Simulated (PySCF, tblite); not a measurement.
# C₂H₆F₃NSi+ (doublet): geometry, infrared bands and EPR parameters

What infrared bands and EPR parameters should C₂H₆F₃NSi+ (doublet) (`C[Si@H]([NH2+])C(F)(F)F`) show?

Computed with tblite 0.8.0 and PySCF 2.14.0, with density-fitted response routines of our own, on a single molecule in the gas phase. Atoms are numbered from 0 throughout.

**1. The starting structure**

13 atoms, charge 1, multiplicity 2; geometry from: force field or distance geometry start.

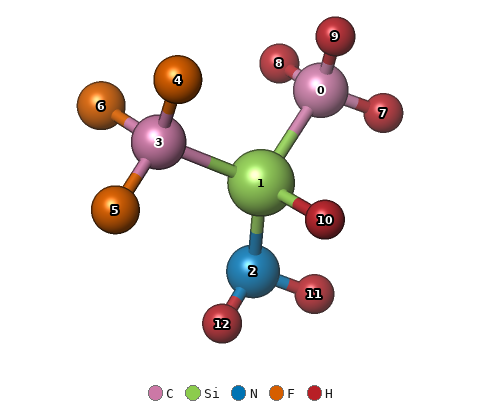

As it starts; carbon pink, silicon green, nitrogen blue, fluorine orange, hydrogen red, atoms numbered; sticks join atoms by distance.

**2. Optimising the geometry with GFN2-xTB**

What the job is given:

```
{"job": {"kind": "relax", "xc": "GFN2-xTB", "basis": "xTB"}, "charge": 1, "multiplicity": 2}
C      1.677500    -0.052300    -0.163700
Si    -0.116800    -0.230000     0.345100
N     -0.763300    -1.606900    -0.463200
C     -1.014700     1.381400     0.207500
F     -0.468300     2.319000     1.026500
F     -2.320900     1.244100     0.574800
F     -0.993000     1.864100    -1.053000
H      2.225100    -0.980400    -0.018700
H      1.748000     0.230100    -1.216200
H      2.161800     0.723400     0.434100
H     -0.112100    -0.715200     1.759400
H     -0.282600    -2.444900    -0.165100
H     -1.745200    -1.731900    -0.163500
```

On the command line:

```console
$ OMP_NUM_THREADS=1 python probes_run.py task.json out
```

This one command runs all jobs of the session in turn.

Standard output:

```text
step      E/eV     max force
  0    -698.16401    3.579
  1    -698.45221    1.506
  2    -698.56755    0.872
  3    -698.69988    0.946
  4    -698.82006    0.898
  5    -698.90198    0.829
  6    -698.96136    0.735
  7    -699.03074    0.436
  8    -699.06916    0.462
  9    -699.09364    0.396
 10    -699.11182    0.370
 11    -699.12955    0.396
 12    -699.14785    0.442
 13    -699.17349    0.538
 14    -699.19386    0.491
 15    -699.20570    0.263
 16    -699.21278    0.187
 17    -699.21826    0.252
 18    -699.22429    0.216
 19    -699.23064    0.277
 20    -699.23666    0.270
 21    -699.24374    0.278
 22    -699.25394    0.271
 23    -699.26464    0.304
 24    -699.27267    0.300
 25    -699.27891    0.236
 26    -699.28597    0.239
 27    -699.29557    0.248
 28    -699.30684    0.305
 29    -699.31609    0.381
 30    -699.32320    0.325
 31    -699.32830    0.253
 32    -699.33031    0.286
 33    -699.33159    0.511
 34    -699.33508    0.142
 35    -699.33674    0.089
 36    -699.34125    0.111
 37    -699.34319    0.132
 38    -699.34519    0.190
 39    -699.34716    0.179
 40    -699.34947    0.236
 41    -699.35095    0.132
 42    -699.35237    0.077
 43    -699.35301    0.072
 44    -699.35341    0.070
 45    -699.35468    0.110
 46    -699.35580    0.084
 47    -699.35671    0.177
 48    -699.35747    0.077
 49    -699.35838    0.066
 50    -699.35904    0.104
 51    -699.35973    0.112
 52    -699.36056    0.112
 53    -699.36148    0.073
 54    -699.36251    0.085
 55    -699.36342    0.070
 56    -699.36395    0.062
 57    -699.36422    0.087
 58    -699.36449    0.041
 59    -699.36480    0.035
 60    -699.36514    0.055
 61    -699.36544    0.051
 62    -699.36573    0.058
 63    -699.36602    0.047
 64    -699.36640    0.049
 65    -699.36679    0.053
 66    -699.36703    0.040
 67    -699.36717    0.037
 68    -699.36727    0.032
 69    -699.36739    0.032
 70    -699.36755    0.036
 71    -699.36776    0.043
 72    -699.36800    0.055
 73    -699.36832    0.056
 74    -699.36870    0.054
 75    -699.36905    0.050
 76    -699.36926    0.037
 77    -699.36935    0.022
 78    -699.36939    0.017
 79    -699.36944    0.015
 80    -699.36951    0.029
 81    -699.36961    0.041
 82    -699.36974    0.042
 83    -699.36986    0.038
 84    -699.36994    0.021
 85    -699.36998    0.016
 86    -699.37001    0.014
 87    -699.37003    0.010
 88    -699.37005    0.012
 89    -699.37009    0.023
 90    -699.37015    0.033
 91    -699.37023    0.036
 92    -699.37033    0.029
 93    -699.37044    0.029
 94    -699.37056    0.025
 95    -699.37065    0.020
 96    -699.37071    0.023
 97    -699.37076    0.023
 98    -699.37082    0.023
 99    -699.37090    0.026
100    -699.37099    0.030
101    -699.37107    0.026
102    -699.37112    0.013
103    -699.37115    0.012
104    -699.37117    0.014
105    -699.37118    0.011
106    -699.37119    0.010
```

Wall time 0.67 s (1 thread of Arm Neoverse V1, shared host).

Along the way: (not every step is listed)

```csv
step,energy from step 0 (eV),largest force (eV/Å)
0,0.0000,3.5789
1,-0.2882,1.5060
2,-0.4035,0.8723
3,-0.5359,0.9463
4,-0.6561,0.8980
5,-0.7380,0.8295
6,-0.7974,0.7347
7,-0.8667,0.4359
8,-0.9052,0.4618
17,-1.0543,0.2522
26,-1.1220,0.2388
35,-1.1727,0.0894
44,-1.1894,0.0703
53,-1.1975,0.0733
62,-1.2017,0.0584
71,-1.2038,0.0432
80,-1.2055,0.0292
89,-1.2061,0.0230
98,-1.2068,0.0235
101,-1.2071,0.0259
102,-1.2071,0.0127
103,-1.2071,0.0121
104,-1.2072,0.0145
105,-1.2072,0.0114
106,-1.2072,0.0099
```

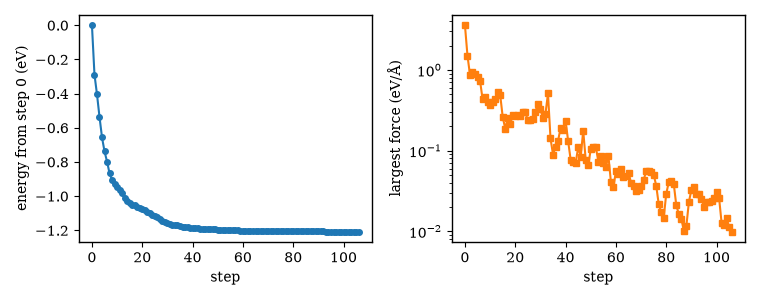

Energy and force, step by step.

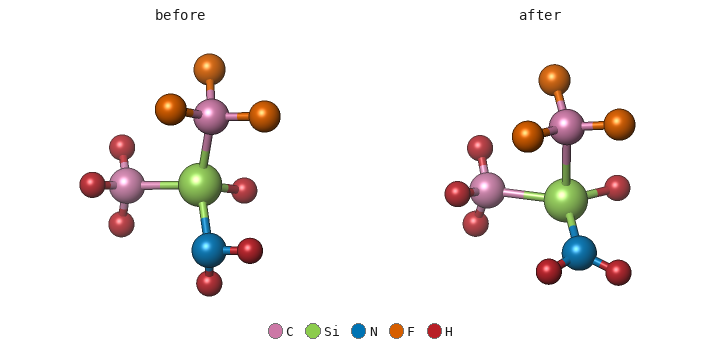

Before and after, at one scale.

Close pairs (by a distance rule), those that changed most:

```csv
bond,before (Å),after (Å),change (Å)
Si1–C3,1.850,2.168,+0.319
C3–F5,1.364,1.309,-0.055
C3–F4,1.360,1.310,-0.050
Si1–H10,1.495,1.452,-0.044
C3–F6,1.350,1.311,-0.039
Si1–N2,1.723,1.700,-0.023
N2–H12,1.034,1.013,-0.021
C0–Si1,1.873,1.888,+0.015
```

The end geometry stands in the next job.

**3. Harmonic vibrations with GFN2-xTB**

What the job is given:

```
{"job": {"kind": "ir", "xc": "GFN2-xTB", "basis": "xTB"}, "charge": 1, "multiplicity": 2}
C      1.718465    -0.012821    -0.057171
Si     0.056951    -0.499187     0.696232
N     -0.903265    -1.564907    -0.215544
C     -0.958794     1.331511     0.131850
F     -0.323885     2.327323     0.697925
F     -2.185629     1.231601     0.576195
F     -0.927962     1.428461    -1.175086
H      2.439450    -0.814468     0.103070
H      1.647168     0.162267    -1.133113
H      2.122946     0.890684     0.401982
H     -0.280995    -0.570240     2.106196
H     -0.779691    -1.755351    -1.203329
H     -1.629147    -2.154386     0.174472
```

Standard output:

```text
mode    cm-1     km/mol
  1      37.5      0.13
  2     107.9      1.04
  3     120.6      0.74
  4     127.4      0.12
  5     156.8      1.74
  6     177.5      0.46
  7     196.2      0.43
  8     218.5      9.75
  9     223.6     13.63
 10     456.9     10.87
 11     457.4     10.23
 12     517.2    116.53
 13     543.6    100.06
 14     561.5    153.29
 15     611.8     27.86
 16     708.2      7.47
 17     757.8     89.31
 18     814.3     59.82
 19     820.2     71.18
 20     941.0     98.15
 21     997.0    288.18
 22    1195.1    276.56
 23    1200.6    281.11
 24    1313.4     11.09
 25    1381.2     18.49
 26    1392.6     10.58
 27    1425.7     91.15
 28    2363.0     85.10
 29    2981.1     15.41
 30    2998.6     12.79
 31    3008.6     27.02
 32    3384.8    180.54
 33    3411.5     64.34
```

Run time: 0.39 s. Hardware: 1 thread of Arm Neoverse V1, shared host.

The strongest bands and the atoms that carry them (share of the mass-weighted mode):

```csv
cm⁻¹,km/mol,atoms
517,116.5,"H12 33 %, H10 27 %, H11 16 %, N2 14 %"
544,100.1,"H10 56 %, H11 18 %"
562,153.3,"H10 40 %, C3 22 %"
941,98.2,"N2 41 %, Si1 34 %"
997,288.2,"C3 36 %, F5 18 %, F6 17 %, F4 16 %"
1195,276.6,"C3 70 %, F6 17 %, F4 12 %"
1201,281.1,"C3 70 %, F5 19 %"
3385,180.5,"H11 57 %, H12 39 %"
```

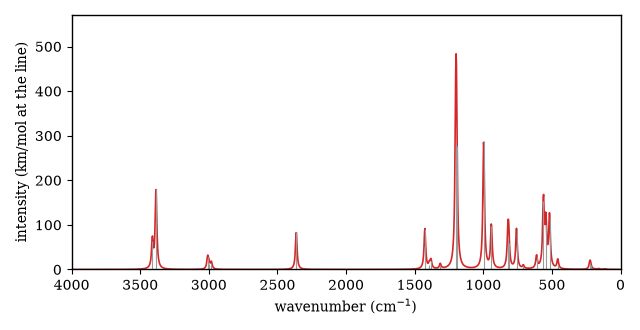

The infrared spectrum from these modes, unscaled. Lines are broadened to a width of 14 cm⁻¹ (Lorentzian).

**4. EPR parameters: B3LYP/pcH-1**

Same as in step 3 but for these lines:

```diff
@@ -1,2 +1,2 @@
-{"job": {"kind": "ir", "xc": "GFN2-xTB", "basis": "xTB"}, "charge": 1, "multiplicity": 2}
+{"job": {"kind": "epr", "basis": "pcH-1"}, "charge": 1, "multiplicity": 2}
 C      1.718465    -0.012821    -0.057171
```

Level: UKS B3LYP, pcH-1 on C F H N Si, non-relativistic, mean-field spin-orbit, GIAO.

Standard output:

```text
UKS, coarse grid
  cycle   1  E = -723.13294567  |g| = 7.35e-01
  cycle   2  E = -722.65458641  |g| = 1.35e+00
  cycle   3  E = -723.31235012  |g| = 2.13e-01
  cycle   4  E = -723.32962318  |g| = 1.20e-01
  cycle   5  E = -723.33576968  |g| = 2.15e-02
  cycle   6  E = -723.33596988  |g| = 7.95e-03
  cycle   7  E = -723.33600313  |g| = 2.78e-03
  cycle   8  E = -723.33600907  |g| = 1.14e-03
  cycle   9  E = -723.33601001  |g| = 3.42e-04
UKS, final grid
  cycle   1  E = -723.33594303  |g| = 4.86e-04
  cycle   2  E = -723.33594260  |g| = 1.10e-03
  cycle   3  E = -723.33594315  |g| = 9.79e-05
  cycle   4  E = -723.33594316  |g| = 5.10e-05
  cycle   5  E = -723.33594316  |g| = 2.58e-05
E = -723.33594316 Eh   <S^2> = 0.7583 (exact 0.7500)
g shifts (ppm)      1          2          3
  rmc          -278       -278       -278
  gc             13        123        126
  oz_so          72       4648       6348
  total        -193       4493       6196
hyperfine (MHz)  atom isotope    a_iso     a_fc   dipolar eigenvalues
    0   13C      19.30      19.28     -7.06     -6.80     13.85
    1  29Si      66.77      66.93    -13.54      5.36      8.18
    2   14N      17.12      17.09    -17.74    -17.51     35.25
    3   13C     311.06     310.99    -36.58    -36.28     72.86
    4   19F     162.42     159.88   -193.07   -187.72    380.79
    5   19F     119.06     116.69   -169.79   -163.77    333.55
    6   19F     102.46     100.30   -150.26   -144.68    294.95
    7    1H      26.54      26.54     -3.91     -0.91      4.83
    8    1H      -5.98      -5.98     -3.89     -0.62      4.51
    9    1H      -4.43      -4.43     -4.45      0.32      4.13
   10    1H      31.97      31.97     -2.63     -1.99      4.62
   11    1H     -24.65     -24.69    -20.37     -4.54     24.91
   12    1H     -24.61     -24.65    -21.02     -4.58     25.60
```

Run time: 74 s. Hardware: 1 thread of Arm Neoverse V1, shared host; peak memory 0.88 GiB.

Principal g values 2.00213, 2.00681, 2.00852; g(iso) = 2.00582, against 2.00232 for a free electron.

Mean a(iso) over the nuclei that a row names, and the largest dipolar term of the row (other rows stand at the frozen geometry):

```csv
nuclei,isotope,a(iso) (MHz),"a(iso) (G, at g = 2.0023)",largest dipolar term (MHz)
C3,13C,311.1,111.0,72.9
"F4, F5, F6",19F,128.0,45.7,380.8
Si1,29Si,66.8,23.8,-13.5
H10,1H,32.0,11.4,4.6
"H11, H12",1H,-24.6,-8.8,25.6
C0,13C,19.3,6.9,13.9
N2,14N,17.1,6.1,35.2
"H7, H8, H9",1H,5.4,1.9,4.8
```

Mulliken spin populations:

C0 0.07; Si1 -0.01; N2 0.38; C3 0.38; F4 0.07; F5 0.06; F6 0.06; H7 0.01; H8 0.00; H9 0.00; H10 0.02; H11 -0.01; H12 -0.01

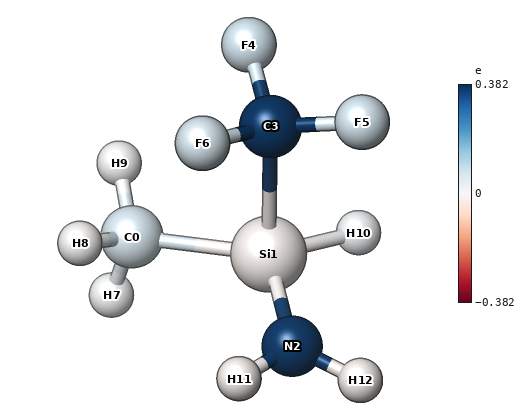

Mulliken spin populations, as colours on the atoms.

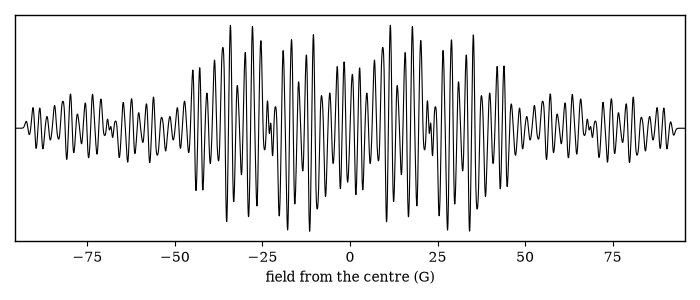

First-order isotropic spectrum (first derivative, main isotopes with spin only, couplings over 0.8 MHz, Gaussian width 0.5 G; couplings of the frozen geometry, rotation of groups not averaged beyond the rows shown).

The fields below are evaluated on a grid from the run's orbitals.

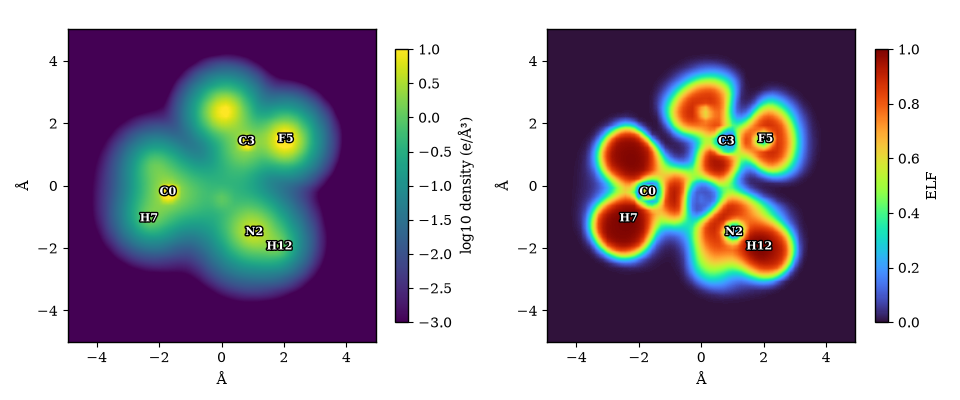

Density (left) and ELF (right) in a plane through or near 6 of the atoms.

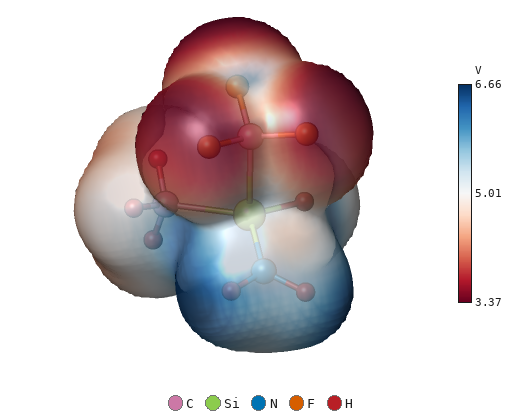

The potential that a unit positive charge feels on the 0.002 e/bohr³ surface, from 3.37 V near F5 to 6.66 V near Si1.

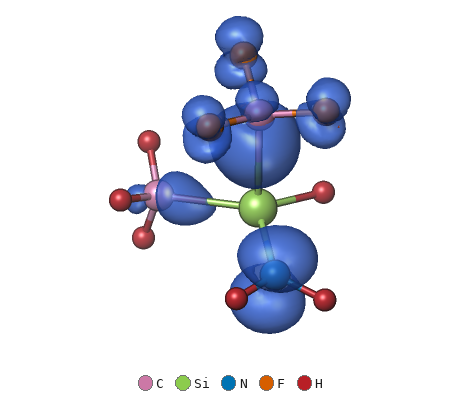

Spin density at ±0.03 e/Å³ (alpha excess blue, beta excess red).

**5. What came out**

| quantity | value |
| --- | --- |
| strongest single infrared mode (GFN2-xTB) | 997 cm⁻¹, 288 km/mol |
| zero-point energy (GFN2-xTB) | 50.9 kcal/mol |
| g(iso) (B3LYP) | 2.00582 |
| ⟨S²⟩ | 0.758 (exact 0.75) |
| largest a(iso) (averaged by class) | 13C on C3, 311.1 MHz |

What this shows: Over 106 steps the energy fell by 1.207 eV; of the close pairs, Si1–C3 changed most, 1.850 to 2.168 Å. No mode is imaginary among the 33: a minimum at this level. The strongest single mode, at 997 cm⁻¹, has its largest shares on C3, F5, F6 and F4 (the list is cut at 4 atoms). Unscaled tight-binding wavenumbers are off by several per cent, some by more. Its intensities can rank the bands wrongly. The largest spin populations lie on C3 (0.38 e), N2 (0.38 e). The isotropic g lies 3.5 ppt above the free-electron value. The conformer search found further structures of the same energy, which may be mirror or relabelled copies of this one.
